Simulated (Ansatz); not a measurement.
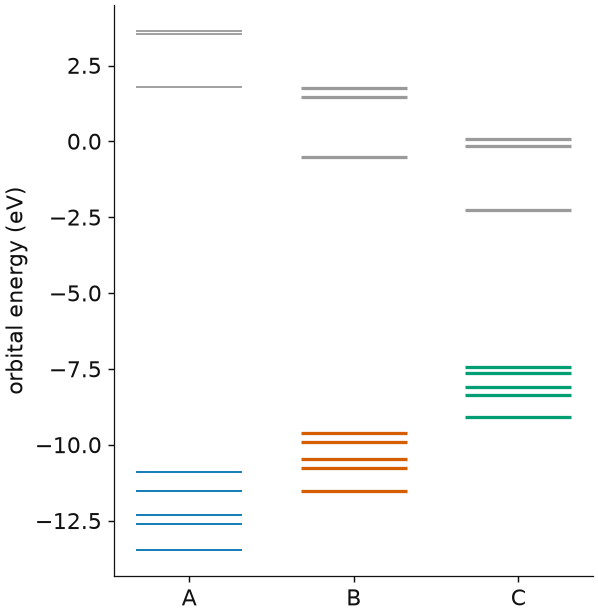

Frontier orbital energies of CH₆BClSSi, SMILES BS[Si@@H](C)Cl at one geometry, def2-TZVPP, the Ansatz code, at a PBE0-D4/def2-TZVP geometry (a minimum by its frequencies). Empty levels are grey, levels within 0.1 eV stand side by side; all columns show the same few orbitals around the gap.

Question: The columns come from CAM-B3LYP, HF and r2SCAN. Which is which?

Answer: A: HF (HOMO −10.89, LUMO 1.78, separation 12.67 eV)
B: CAM-B3LYP (HOMO −9.60, LUMO −0.51, separation 9.08 eV)
C: r2SCAN (HOMO −7.44, LUMO −2.26, separation 5.18 eV)

Limits of at least one run: empty levels above zero depend strongly on the basis; one conformer of a flexible molecule.
